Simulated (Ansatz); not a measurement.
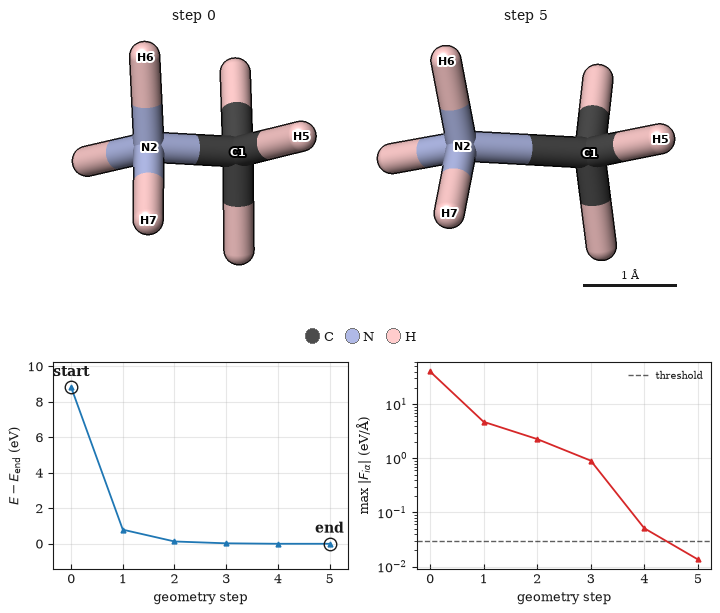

First and last geometry of a relaxation of CH$_{6}$N (charge +1), with the history of the run. Style: stick. Shown at a tilt.

It is one of the separated reactants of a reaction.

Computed with RKS PBE-D4/def2-SVP (Ansatz 0.2.0). Settings: force threshold 0.03 eV/Å; at most 250 steps.

### Did the run converge, and what did it change?

It converged. The largest moves after the best rigid fit, 0.35 Å, are those of H atoms. Largest moves by element: H 0.35 Å, C 0.23 Å, N 0.22 Å. Near-neighbour distances that change, for instance: C–N 1.051 → 1.505 Å, C–H 1.140 → 1.104 Å, H–N 1.061 → 1.038 Å. Bond angles that change, for instance: C–N–H 104.3° → 112.1°, H–N–H 114.1° → 106.7°, N–C–H 102.3° → 108.7°. Over 5 geometry steps the energy falls by 8.832 eV. Largest force component: 40 eV/Å at the start, 0.014 eV/Å at the end. Cost: 4 s on 2 threads of Arm Neoverse V1, on a shared host.

```csv
step,"E − E(0), eV","largest force component, eV/Å"
0,0.0000,40.4244
1,-8.0366,4.7485
2,-8.7025,2.2776
3,-8.8063,0.9097
4,-8.8323,0.0511
5,-8.8324,0.0136
```
